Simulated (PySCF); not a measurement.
C$_{4}$H$_{4}$FO$_{2}$, doublet, SMILES `[CH2][CH]1O[C@]1(F)C=O`.

PySCF calculation, ωB97X/def2-TZVP, gas phase; geometry: GFN2-xTB. No frequency check shows the geometry to be a minimum. The stability of the open-shell solution wasn't checked. GFN2-xTB doesn't know the spin state, so this open-shell geometry is rough.

Coordinates in Å:

```
C1       1.9780    1.0337    0.3766
C2       1.3261   -0.2038    0.2558
O3       0.8188   -0.6434   -0.9860
C4      -0.1921   -0.3710   -0.1164
F5      -0.7604   -1.4595    0.4508
C6      -1.0821    0.7873   -0.2944
O7      -2.1682    0.9033    0.2062
H8       2.5732    1.2369    1.2440
H9       1.8833    1.7865   -0.3821
H10      1.6276   -1.0078    0.9246
H11     -0.6236    1.5632   -0.9340
```

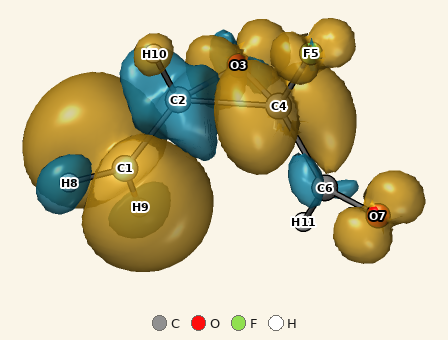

Spin density ρα − ρβ at ±0.01 e/Å³ (yellow: excess α, teal: excess β).

Give the atomic spin populations that go with this picture.

Hirshfeld spin populations: C1 +0.64, C4 +0.13, O3 +0.05, H8 +0.05 and H9 +0.04. ⟨S²⟩ = 0.76, against 0.75 for a pure state. The picture also shows regions of β spin from spin polarisation; the Hirshfeld sums, whose atoms overlap, net them against the α spin of neighbours.
